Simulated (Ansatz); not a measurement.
# TiC (model cell, started as CsCl type): following an unstable mode

Which phase does TiC (model cell, started as CsCl type) fall into along its unstable mode, and how much energy does it gain?

Main program and level: Ansatz 0.2.0; DFT PBEsol, scalar-relativistic, plane waves, PAW.

The structure was built from a prototype and need not be the compound's stable phase.

### Step 1. The starting structure

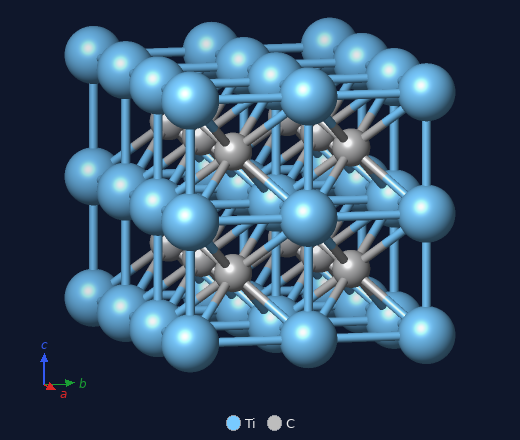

Start, viewed slightly off an axis; titanium blue, carbon light grey. 3×2×2 cells are drawn. Some periodic images of atoms are drawn too.

### Step 2. Response at finite wavevector

The cell comes from relaxations at this level that are not shown. Stability and thermal properties need the whole zone. Linear response on a 4×4×4 q mesh gives force constants as far as a supercell of that size would.

File input.yaml:

```yaml
crystal:
  lattice:
    - [2.6818219351, 0.0, 0.0]
    - [0.0, 2.6818219351, 0.0]
    - [0.0, 0.0, 2.6818219351]
  atoms:
    - { symbol: Ti, position: [0.0, 0.0, 0.0] }
    - { symbol: C, position: [0.5, 0.5, 0.5] }
kpoints:
  mp_grid: { grid: [16, 16, 16] }
hamiltonian:
  xc: pbesol
scf:
  occupations: { method: methfessel_paxton, width: 0.15 }
output:
  eigenvalues: true
phonons:
  method: dfpt
  qmesh: [4, 4, 4]
  temperatures: { t_max: 1000, t_step: 50 }
  qpath:
    path:
      - [[0.0, 0.0, 0.0], [0.0, 0.5, 0.0], [0.5, 0.5, 0.0], [0.0, 0.0, 0.0], [0.5, 0.5, 0.5], [0.0, 0.5, 0.0]]
      - [[0.5, 0.5, 0.5], [0.5, 0.5, 0.0]]
    npoints: 10
```

Started as:

```bash
ansatz run input.yaml --threads 4 --pin off --max-ram 7168MiB --backend cpu --events-out ev --progress --plain --runs-dir out
```

Numbers of over 12 decimals in the logs are rounded to 6 here.

The log of the run:

```text
Engine: ansatz 0.2.0, aarch64-unknown-linux-gnu
Pseudopotentials: kind: paw
Pseudopotential: Ti, paw, valence charge 12, recommended cutoff 420 eV (normal), Ti.paw.azcp
Pseudopotential: C, paw, valence charge 4, recommended cutoff 420 eV (normal), C.paw.azcp
Functional definition: PBEsol
  exchange = pbesol_x
  correlation = pbesol_c
Crystal: 2 atoms, lattice volume = 19.288 Å³
Basis set: ecut = 420 eV, 389 PW (Γ), exchange–correlation on 36×36×36 points (8 copies of the dense FFT grid, shifted against one another)
Bands: 12, of which v1, the nominal top of the filled ones, is band 8 counted from 1 (7 counted from 0)
Symmetry: 48 space group operations
k-points: 165 of 4096
Non-local potential: Ti, projectors of the file, l = 0: 3, l = 1: 2, l = 2: 3, l = 3: 1
Non-local potential: C, projectors of the file, l = 0: 2, l = 1: 2, l = 2: 1
PAW form: soft (Blöchl's): semilocal exchange-correlation on the pseudo side does not see the compensation charge
PAW frozen core: Ti, regenerated for the run's functional, and the local potential with it (the file was generated under x = pbe(κ = 0.804, μ = 0.219515), c = pbe(β = 0.066725))
PAW frozen core: C, regenerated for the run's functional, and the local potential with it (the file was generated under x = pbe(κ = 0.804, μ = 0.219515), c = pbe(β = 0.066725))
PAW one-centre angular grid: Ti, 590 points (default); XC on 64 Gauss nodes
PAW one-centre angular grid: C, 110 points (default); XC on 64 Gauss nodes
Initial density: superposition of atomic densities (neutral atoms: chi_scale 0, normalization atom), corrected by the library's trained network
Initial wavefunctions: pseudopotential atomic-orbital guess
Functional: x = pbesol(κ = 0.804, μ = 0.123457), c = pbesol(β = 0.046)
SCF iter   1: F=—  HF=-2720.082352 eV  |F-HF|=—  |Δ(HF+E_count)|=         —  Δρ=1.39e-2  dr2=4.86e-2  ethr=1.77e-3  ⟨swp⟩=4.3  Hψ=9592  notcnv=0
preconditioner: auto → none  [metal: Δε(μ)=0.005 eV  Ē_g=7.449 eV  σ=0.150 eV  W_gap=0.03  n_scr=6 (ndim 8)  ℏωp=23.9 eV  f_vac=0.000  D(μ)=3.63/eV (n_scr^D=80)  sad-step TF]
SCF iter   2: F=—  HF=-2720.078106 eV  |F-HF|=—  |Δ(HF+E_count)|=   4.25e-3  S|Δr|=    0.00e0  Δρ=9.74e-3  dr2=2.51e-2  ethr=3.04e-4  ⟨swp⟩=1.0  Hψ=3300  notcnv=0
SCF iter   3: F=—  HF=-2720.075067 eV  |F-HF|=—  |Δ(HF+E_count)|=   3.04e-3  S|Δr|=    0.00e0  Δρ=1.29e-3  dr2=1.11e-4  ethr=1.57e-4  ⟨swp⟩=1.8  Hψ=2133  notcnv=0  defer=1
SCF iter   4: F=—  HF=-2720.075059 eV  |F-HF|=—  |Δ(HF+E_count)|=   7.79e-6  S|Δr|=    0.00e0  Δρ=2.98e-4  dr2=6.32e-6  ethr=6.93e-7  ⟨swp⟩=3.0  Hψ=3347  notcnv=0
SCF iter   5: F=—  HF=-2720.075061 eV  |F-HF|=—  |Δ(HF+E_count)|=   1.81e-6  S|Δr|=    0.00e0  Δρ=8.33e-6  dr2=8.28e-9  ethr=3.95e-8  ⟨swp⟩=1.3  Hψ=2095  notcnv=0
SCF iter   6: F=—  HF=-2720.075061 eV  |F-HF|=—  |Δ(HF+E_count)|=   2.12e-7  S|Δr|=    0.00e0  Δρ=1.52e-6  dr2=5.00e-10  ethr=5.17e-11  ⟨swp⟩=2.5  Hψ=3139  notcnv=0
SCF iter   7: F=-2720.075061 eV  HF=-2720.075061 eV  |F-HF|=4.55e-13  |Δ(HF+E_count)|=  5.09e-11  S|Δr|=    0.00e0  Δρ=4.56e-8  dr2=1.28e-13  ethr=1.00e-12  ⟨swp⟩=4.0  Hψ=7834  notcnv=0
the search or the solves at the SCF's close seem to have found levels that the self-consistency loop had missed (the run counts 1). By its estimate they hold under 1e-12 electrons; where the run keeps them, the occupations were computed again with them
SCF 1 converged in 7 iterations: F = -2720.075061 eV  dr2 = 1.28e-13
  greatest PAW one-centre occupation: 0.999 electrons in one spin orbital (limit 2), on the Ti atom at site 0 (counted from 0), in its partial waves of l = 0
Initial density: read from a saved state, or passed on in memory by an earlier SCF of this step, an earlier step, the calling program or the single point that the run made first
iter 1 solved again at ethr=2.26e-9 eV; its pass at ethr=3.10e-3 eV (dr2=3.61e-7 eV) is discarded
SCF iter   1: F=—  HF=-2720.075061 eV  |F-HF|=—  |Δ(HF+E_count)|=         —  Δρ=5.94e-8  dr2=4.47e-13  ethr=2.26e-9  ⟨swp⟩=3.0  Hψ=14975  notcnv=0
eigensolver tolerance schedule: the retry pair's looser diagonalisation over-reported the residual by 807648.76 of it (diagonalisation noise at 1.43 of the residual, at the tolerance the schedule requests for it); recorded, not acted on — ethr = c·dr2/N_el stays at c = 1.0e-1
preconditioner: auto → none  [metal: Δε(μ)=0.003 eV  Ē_g=7.489 eV  σ=0.150 eV  W_gap=0.01  n_scr=6 (ndim 8)  ℏωp=23.9 eV  f_vac=0.000  D(μ)=3.52/eV (n_scr^D=80)]
SCF iter   2: F=-2720.075061 eV  HF=-2720.075061 eV  |F-HF|=0.00e0  |Δ(HF+E_count)|=  6.91e-11  S|Δr|=    0.00e0  Δρ=2.76e-8  dr2=7.99e-14  ethr=1.00e-12  ⟨swp⟩=3.5  Hψ=5979  notcnv=0
SCF 2 converged in 2 iterations: F = -2720.075061 eV  dr2 = 7.99e-14
phonons: the bands overlap, so this run is a metal and interpolates without the dipole-dipole term. If the crystal is really an insulator or semiconductor, its LO-TO splitting is missing
NSCF: frozen V_eff on 165 k-points
NSCF: frozen V_eff on 405 k-points
DFPT response loops at q = (0, 0, 0) (fractional): preconditioner auto → Kerker (q_TF=auto, 2.645 Å⁻¹) (partly filled bands, converged f_vac=0.000); β = 1.00, the filter's whole step (`scf.mixing.beta` (0.50) is not read by the response loops under this deck's `scf.mixing.preconditioner`; to damp them name `kerker` or `kerker_dos`, under which they read `scf.mixing.beta`, and type it under 1.00, their step now; both keys bind the ground state too); Broyden in place of MSR1
NSCF: frozen V_eff on 2592 k-points
DFPT response loops at q = (0, 0, 0.25) (fractional): mixed as the last ones told, above
NSCF: frozen V_eff on 1458 k-points
DFPT response loops at q = (0, 0, -0.5) (fractional): mixed as the last ones told, above
NSCF: frozen V_eff on 4608 k-points
DFPT response loops at q = (0, 0.25, 0.25) (fractional): mixed as the last ones told, above
NSCF: frozen V_eff on 2592 k-points
DFPT response loops at q = (0, 0.25, -0.5) (fractional): mixed as the last ones told, above
NSCF: frozen V_eff on 1458 k-points
DFPT response loops at q = (0, -0.5, -0.5) (fractional): mixed as the last ones told, above
NSCF: frozen V_eff on 4352 k-points
DFPT response loops at q = (0.25, 0.25, 0.25) (fractional): mixed as the last ones told, above
NSCF: frozen V_eff on 4608 k-points
DFPT response loops at q = (0.25, 0.25, -0.5) (fractional): mixed as the last ones told, above
NSCF: frozen V_eff on 2592 k-points
DFPT response loops at q = (0.25, -0.5, -0.5) (fractional): mixed as the last ones told, above
NSCF: frozen V_eff on 810 k-points
DFPT response loops at q = (-0.5, -0.5, -0.5) (fractional): mixed as the last ones told, above
SCF converged after 7 iterations
Stability not checked: this state was not tested for a lower state beside it, because cold or Methfessel-Paxton smearing, or corrected tetrahedra, fill the levels in a way that the test cannot read (fill_not_monotonic; see scf.lower_state_search)
Free energy (F): -2720.075061 eV
Harris-Foulkes:  -2720.075061 eV  (|F-HF|=4.55e-13)
Internal energy: -2720.070481 eV  (E = F + TS)
E sigma→0 (E₀):  -2720.073916 eV
Entropy (-TS):   -0.004580 eV (-2.290 meV/atom)
Fermi energy:    15.901999 eV
--- Per-component energies (eV) ---
  E_band       = -89.977915
  E_kinetic    = 362.194211
  E_local      = -730.721577  (includes V_loc(G=0)·N_el)
  E_nonlocal   = 35.706521
  E_hartree    = 301.095541
  E_xc         = -145.924315
  E_vxc        = -182.909848  (∫ρ·V_xc dr)
  E_paw        = -1117.143488  (= ΣΔE_a)
  E_vpaw       = -176.438381  (= ΣTr[D̂ρ^β])
  E_aug_tail   = 0.000077  (compensation charges beyond the density's cutoff)
  E_ewald      = -1425.437935
  E_core_change = 0.160485  (= ΣΔE_core)
  E_smearing   = -0.004580  (= −TS)
  E_closure    = -0.000000  (closes the sum)
  Σ components = -2720.075061   (vs F -2720.075061, Δ=0.00e0)
--- Band table (eV; the first three rows and the last of 165) ---
  k-point 0: bands = [... 4 lower, 2.7374, 14.2238, 14.2238, 17.4618, 17.4618, 17.4618, 19.3580, 19.3580]
  k-point 1: bands = [... 4 lower, 2.8160, 14.1354, 14.2557, 17.2543, 17.2543, 17.4305, 19.3672, 19.5817]
  k-point 2: bands = [... 4 lower, 3.0472, 13.8061, 14.3482, 16.8062, 16.8062, 17.4578, 19.3934, 20.0795]
  k-point 164: bands = [... 4 lower, 9.4439, 10.3323, 10.3323, 10.3323, 20.7827, 20.7827, 23.0756, 23.0756]
--- Phonons (Γ-DFPT): 2 representative perturbations + reference (Σ response iterations 6) ---
  ASR residual: 1.910e-5 → 0.000e0 eV/Å²; symmetrization residual: 2.780e-7 eV/Å²
  ASR residual per site (eV/Å²): 7.21e-6 1.91e-5
  Γ frequencies (cm⁻¹): 0.00 0.00 0.00 251.40 251.40 251.40
--- Phonons (arbitrary-q DFPT): 10 irreducible q on the 4×4×4 mesh ---
  q = [0.0000, 0.0000, 0.0000] (star 1, of the zone-centre solve; hermiticity 2.49e-7, symmetrization 6.14e-12): -0.00 -0.00 0.00 251.40 251.40 251.40
  q = [0.0000, 0.0000, 0.2500] (star 6, 4 solved perturbations in 4032 linear systems a pass and spin channel, the states on 1296 of 4096 k-point pairs; hermiticity 1.04e-7, symmetrization 2.59e-14): -225.08 -225.08 115.18 162.54 162.54 364.93
  q = [0.0000, 0.0000, -0.5000] (star 3, 4 solved perturbations in 2268 linear systems a pass and spin channel, the states on 729 of 4096 k-point pairs; hermiticity 9.44e-13, symmetrization 2.68e-12): -333.98 -333.98 -172.87 -172.87 145.13 398.31
  q = [0.0000, 0.2500, 0.2500] (star 12, 4 solved perturbations in 7056 linear systems a pass and spin channel, the states on 2304 of 4096 k-point pairs; hermiticity 2.65e-7, symmetrization 6.94e-14): -318.91 -133.21 -33.96 118.84 253.11 362.90
  q = [0.0000, 0.2500, -0.5000] (star 12, 6 solved perturbations on 1296 of 4096 k-point pairs; hermiticity 2.36e-7, symmetrization 2.00e-12): -314.26 -275.35 -56.60 260.56 308.59 417.62
  q = [0.0000, -0.5000, -0.5000] (star 3, 4 solved perturbations in 2268 linear systems a pass and spin channel, the states on 729 of 4096 k-point pairs; hermiticity 6.24e-8, symmetrization 7.93e-14): -356.56 -332.31 303.22 303.22 392.58 392.58
  q = [0.2500, 0.2500, 0.2500] (star 8, 2 solved perturbations on 2176 of 4096 k-point pairs; hermiticity 8.32e-7, symmetrization 1.52e-12): -177.17 -177.17 -155.99 -88.99 263.37 263.37
  q = [0.2500, 0.2500, -0.5000] (star 12, 4 solved perturbations in 7056 linear systems a pass and spin channel, the states on 2304 of 4096 k-point pairs; hermiticity 1.53e-7, symmetrization 1.31e-12): -204.45 -50.91 48.39 249.85 282.07 403.55
  q = [0.2500, -0.5000, -0.5000] (star 6, 4 solved perturbations in 4032 linear systems a pass and spin channel, the states on 1296 of 4096 k-point pairs; hermiticity 4.75e-8, symmetrization 1.75e-12): -293.74 -108.38 268.69 268.69 343.21 343.21
  q = [-0.5000, -0.5000, -0.5000] (star 1, 2 solved perturbations on 405 of 4096 k-point pairs; hermiticity 6.38e-13, symmetrization 4.68e-12): 178.69 178.69 178.69 261.40 261.40 261.40
  sum rule: each row above includes the acoustic sum rule's correction from the zone centre's row sums; it moved no ω² by more than (0.66 cm⁻¹)²
  mesh force constants: q→R imaginary residual 1.01e-18; ASR residual 1.910e-5 → 0.000e0 eV/Å²; symmetrization residual 9.770e-15 eV/Å²
  interpolated dispersion: 62 rows × 6 modes
  density of states and harmonic sums: on the 24×24×24 q-mesh, interpolated from the force constants of a 4×4×4 supercell (no non-analytic term)
  largest difference from the sums on the solved wave vectors: F 2.98e-2 eV, S 5.33e-5 and C_V 2.34e-5 eV/K
  zero-point energy: 0.057817 eV/cell   skipped modes (ω ≤ 0): 1083, of them read as no rigid motion or as one in doubt: 1080 (2.430e0 modes/cell left out, lowest -369.84 cm⁻¹)   left out of the sums: 4.05e-1 of the cell's modes: C_V's classical limit lies that fraction below 3 k_B per atom; for a crystal, a wire or a layer, F and S can be off by more, and a phonons.interpolated_qmesh denser along its periods is the remedy for the sampling
```

Wall time 3.4 min (4 threads of Arm Neoverse V1, shared host); peak memory 1.7 GiB.

Numbers from this step:

```yaml
volume_per_atom: 9.644 Å³
gap_on_the_k_mesh: 0 eV
sum_rule_residual_before_enforcement: 1.91e-5 eV/Å²
lowest_frequency_on_the_path: -369.2 cm⁻¹
point_group: m-3m
highest_frequency_on_the_path_or_at_a_solved_wavevector: 419.1 cm⁻¹
highest_optical_mode_at_the_zone_centre_no_lo_to_term: 251.4 cm⁻¹
lowest_optical_zone_centre_mode: 251.4 cm⁻¹
lowest_mode_on_the_q_mesh_acoustic_modes_at_gamma_apart: -356.6 cm⁻¹
```

Frequencies (cm⁻¹) solved at each irreducible wavevector; negative means imaginary. Frequencies by wavevector, by row:

| q in reciprocal lattice units | star | mode 1 | mode 2 | mode 3 | mode 4 | mode 5 | mode 6 |
| --- | --- | --- | --- | --- | --- | --- | --- |
| 0 0 0 | 1 | 0 | 0 | 0 | 251.4 | 251.4 | 251.4 |
| 0 0 0.25 | 6 | -225.1 | -225.1 | 115.2 | 162.5 | 162.5 | 364.9 |
| 0 0 -0.5 | 3 | -334 | -334 | -172.9 | -172.9 | 145.1 | 398.3 |
| 0 0.25 0.25 | 12 | -318.9 | -133.2 | -34 | 118.8 | 253.1 | 362.9 |
| 0 0.25 -0.5 | 12 | -314.3 | -275.4 | -56.6 | 260.6 | 308.6 | 417.6 |
| 0 -0.5 -0.5 | 3 | -356.6 | -332.3 | 303.2 | 303.2 | 392.6 | 392.6 |
| 0.25 0.25 0.25 | 8 | -177.2 | -177.2 | -156 | -89 | 263.4 | 263.4 |
| 0.25 0.25 -0.5 | 12 | -204.4 | -50.9 | 48.4 | 249.8 | 282.1 | 403.6 |
| 0.25 -0.5 -0.5 | 6 | -293.7 | -108.4 | 268.7 | 268.7 | 343.2 | 343.2 |
| -0.5 -0.5 -0.5 | 1 | 178.7 | 178.7 | 178.7 | 261.4 | 261.4 | 261.4 |

Interpolated from a 4×4×4 q mesh. Phonon branches along the path, in cm⁻¹:

| point | branch 1 | branch 2 | branch 3 | branch 4 | branch 5 | branch 6 |
| --- | --- | --- | --- | --- | --- | --- |
| Γ | 0 | 0 | 0 | 251 | 251 | 251 |
| X | -334 | -334 | -173 | -173 | 145 | 398 |
| M | -357 | -332 | 303 | 303 | 393 | 393 |
| Γ | 0 | 0 | 0 | 251 | 251 | 251 |
| R | 179 | 179 | 179 | 261 | 261 | 261 |
| X | -334 | -334 | -173 | -173 | 145 | 398 |
| jump to R | 179 | 179 | 179 | 261 | 261 | 261 |
| M | -357 | -332 | 303 | 303 | 393 | 393 |

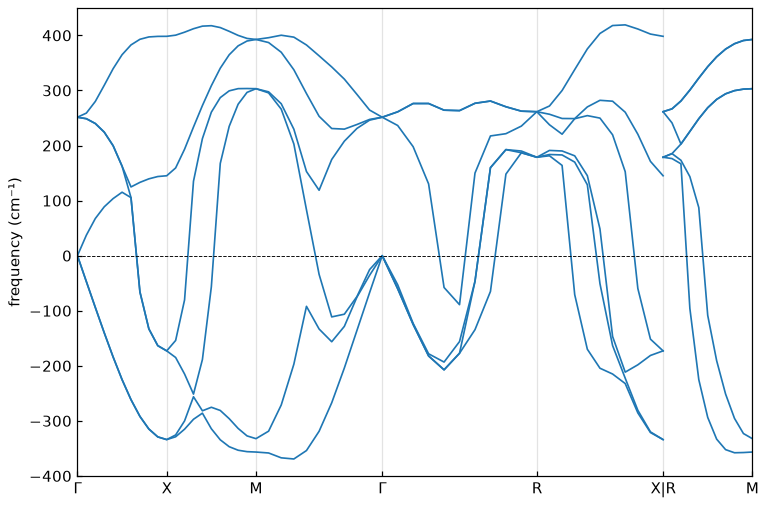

Phonon branches along the path.

Symmetry leaves 10 wavevectors to solve. The lowest mode among them, the acoustic zeros apart, lies at q = (0, -0.5, -0.5) and is imaginary, 356.6i cm⁻¹, so the energy falls along it. Between them the interpolated path dips to 369i cm⁻¹.

### Step 3. The mode frozen in, largest atomic shift 0 Å

The mode followed lies at q = (0, 0, -0.5) with frequency 334.0i cm⁻¹ and is 2-fold degenerate, one of the unstable modes though not the softest. At small amplitude the distorted cell has space group no. 11 by a symmetry search on the positions. The undistorted cell that holds it gives the zero of energy on the same k mesh.

System of this step: TiC (model cell, started as CsCl type). It takes space group Pm-3m (No. 221, cubic). The conventional cell has a = 2.682 Å, b = 2.682 Å, c = 2.682 Å, α = 90.00°, β = 90.00°, γ = 90.00°. Ti has 8 C at 2.32 Å nearest. C has 8 Ti at 2.32 Å nearest. Farther neighbours are not listed.

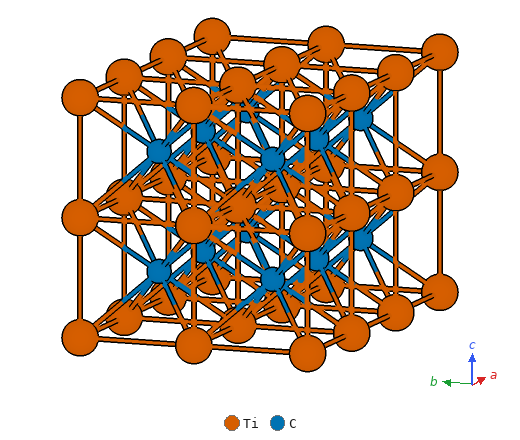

The cell of this step (titanium orange, carbon blue). 3×2×1 cells are drawn. Some periodic images of atoms are drawn too.

File input.yaml:

```yaml
crystal:
  lattice:
    - [2.6818219351, 0.0, 0.0]
    - [0.0, 2.6818219351, 0.0]
    - [0.0, 0.0, 5.3636438702]
  atoms:
    - { symbol: Ti, position: [0.0, 0.0, 0.0] }
    - { symbol: Ti, position: [0.0, 0.0, 0.5] }
    - { symbol: C, position: [0.5, 0.5, 0.25] }
    - { symbol: C, position: [0.5, 0.5, 0.75] }
kpoints:
  mp_grid: { grid: [14, 14, 8] }
hamiltonian:
  xc: pbesol
scf:
  occupations: { method: methfessel_paxton, width: 0.15 }
output:
  forces: true
  stress: true
  eigenvalues: true
```

The log of the run:

```text
[...]
Crystal: 4 atoms, lattice volume = 38.576 Å³
Basis set: ecut = 420 eV, 757 PW (Γ), exchange–correlation on 36×36×72 points (8 copies of the dense FFT grid, shifted against one another)
Bands: 20, of which v1, the nominal top of the filled ones, is band 16 counted from 1 (15 counted from 0)
Symmetry: 32 space group operations
[...]
k-points: 180 of 1568
[...]
--- Band table (eV; the first three rows and the last of 180) ---
  k-point 0: bands = [... 12 lower, 14.2247, 14.9064, 14.9064, 15.1795, 17.4595, 17.4595, 17.4600, 19.3592]
  k-point 1: bands = [... 12 lower, 14.2566, 14.9688, 14.9688, 15.1377, 17.2523, 17.2523, 17.4288, 19.3684]
  k-point 2: bands = [... 12 lower, 14.3491, 15.0216, 15.1533, 15.1533, 16.8046, 16.8046, 17.4566, 19.3946]
  k-point 179: bands = [... 12 lower, 11.2916, 11.2916, 14.4335, 14.4335, 17.4002, 17.4002, 19.8318, 19.8318]
[key lines of the parts left out:]
SCF converged after 6 iterations
Free energy (F): -5440.159552 eV
Fermi energy:    15.905650 eV
P = ⅓ Tr σ = -0.0244 GPa (-0.244 kbar)
```

Wall time 1.7 s (4 threads); peak memory 0.4 GiB.

Numbers from this step:

* pressure: -0.02443 GPa
* energy from the undistorted cell: 0 meV/atom

The run ends at a pressure of -0.02 GPa.

### Step 4. The mode frozen in, largest atomic shift 0.45 Å

The atoms are moved along the unstable eigenvector, the largest shift by 0.45 Å, with the cell fixed.

input.yaml, the sections that differ from step 3:

```yaml
crystal:
  lattice:
    - [2.6818219351, 0.0, 0.0]
    - [0.0, 2.6818219351, 0.0]
    - [0.0, 0.0, 5.3636438702]
  atoms:
    - { symbol: Ti, position: [0.0612645408, 0.1562122902, 0.0] }
    - { symbol: Ti, position: [-0.0612645408, -0.1562122902, 0.5] }
    - { symbol: C, position: [0.5, 0.5, 0.25] }
    - { symbol: C, position: [0.5, 0.5, 0.75] }
# kpoints, hamiltonian, scf, output: as in step 3
```

The log of the run:

```text
[...]
Crystal: 4 atoms, lattice volume = 38.576 Å³
Basis set: ecut = 420 eV, 757 PW (Γ), exchange–correlation on 36×36×72 points (8 copies of the dense FFT grid, shifted against one another)
Bands: 20, of which v1, the nominal top of the filled ones, is band 16 counted from 1 (15 counted from 0)
Symmetry: 4 space group operations
[...]
k-points: 500 of 1568
[...]
--- Band table (eV; the first three rows and the last of 500) ---
  k-point 0: bands = [... 12 lower, 14.3233, 14.5281, 15.1030, 16.2148, 16.6164, 17.4816, 17.7510, 18.7808]
  k-point 1: bands = [... 12 lower, 14.2116, 14.6060, 14.8107, 16.2831, 16.3776, 17.7379, 17.8447, 18.8630]
  k-point 2: bands = [... 12 lower, 13.9086, 14.2387, 14.7228, 15.9211, 16.4808, 17.8619, 18.3212, 19.0288]
  k-point 499: bands = [... 12 lower, 11.6922, 11.6922, 13.2821, 13.2821, 17.8975, 17.8975, 19.7168, 19.7168]
[key lines of the parts left out:]
SCF converged after 6 iterations
Free energy (F): -5441.128507 eV
Fermi energy:    16.109762 eV
P = ⅓ Tr σ = 12.7153 GPa (127.153 kbar)
```

Elapsed: 4.9 s, on 4 threads; peak memory 0.57 GiB; 19 s of CPU time.

This step gave:

```
pressure                         : 12.72 GPa
energy from the undistorted cell : -242.6 meV/atom
```

The energy, extrapolated to zero smearing, is -242.58 meV/atom against the undistorted cell.

The run ends at a pressure of 12.72 GPa, with forces up to 0.35 eV/Å.

[end of part 1 of 3]

[Logs are printed without paths, hosts, clocks, repeated set-up lines and the standing remarks that a program may print on its own settings, such as how far it seeks lower states.]

[Hosts, paths, dates, database ids (printed as entryN), source tags and the programs' standing remarks are cut or masked in the printed files.]
